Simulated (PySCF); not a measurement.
C7H8NO (doublet)

The calculation's input:

```
{"job": {"kind": "epr", "basis": "pcH-1"}, "charge": 0, "multiplicity": 2}
C      4.277772     1.267034     0.460725
C      3.312132     0.769014    -0.045575
C      2.112431     0.153104    -0.612827
O      1.887691     0.180247    -1.800324
N      1.357989    -0.427981     0.331697
C      0.069631    -1.029703     0.040627
C     -1.065172    -0.204931     0.601225
C     -2.394664    -0.208883    -0.093522
C     -1.527191     1.009469    -0.148724
H      1.635610    -0.342777     1.297700
H      0.053540    -2.040883     0.462499
H     -0.011361    -1.095572    -1.046477
H     -1.073099    -0.152247     1.683914
H     -3.285844    -0.183287     0.514416
H     -2.497063    -0.802634    -0.988691
H     -1.822299     1.880832     0.415276
H     -1.037103     1.241230    -1.081849
```

Command:

```sh
OMP_NUM_THREADS=1 python probes_run.py task.json out
```

Geometry: GFN2-xTB.

All numbers below come from UKS B3LYP, pcH-1 on C H N O, non-relativistic, mean-field spin-orbit, GIAO (PySCF 2.14.0, density-fitted response routines).

### What will maps of the electron density, electron localisation function and spin density show?

C–C (1.20 Å): ρ is about 2.7 e/Å³ halfway; the ELF peaks at about 0.80 between the atoms; a short, multiple covalent bond.
C–O (1.21 Å): ρ at the midpoint is about 3.3 e/Å³; the ELF peaks at about 0.85 between the atoms (a short, multiple covalent bond).
C–N (1.34 Å): the density is about 2.4 e/Å³ at the midpoint; the ELF peaks at about 0.90 between the atoms, as expected for localised, covalent bonding.
N–H (1.01 Å): ρ is about 2.9 e/Å³ halfway; the ELF climbs to about 1 towards the hydrogen, as it does in any bond to H (an ordinary covalent bond to hydrogen).
The unpaired spin (1 electron) lies mostly on C1 (about 0.9) and O4 (about 0.1), in electrons by Hirshfeld's partition.

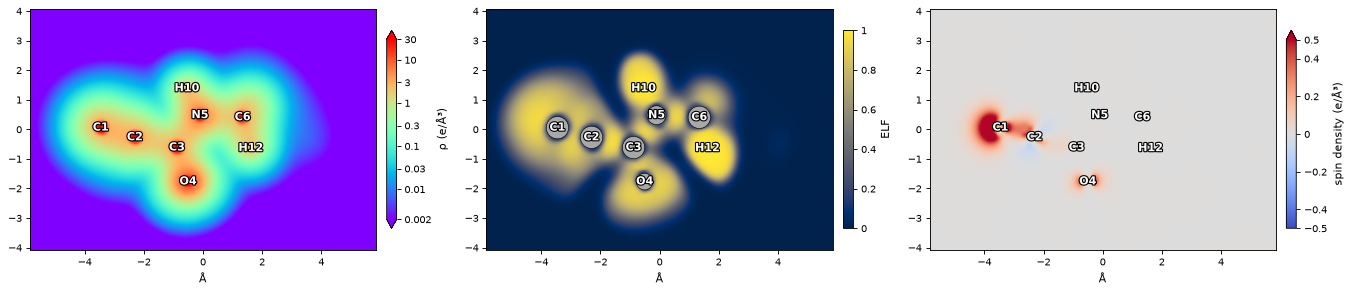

Computed electron density, electron localisation function and spin density on the plane of atoms O4, C3 and N5, in this order. Grey discs cover the atomic cores in the ELF map. 
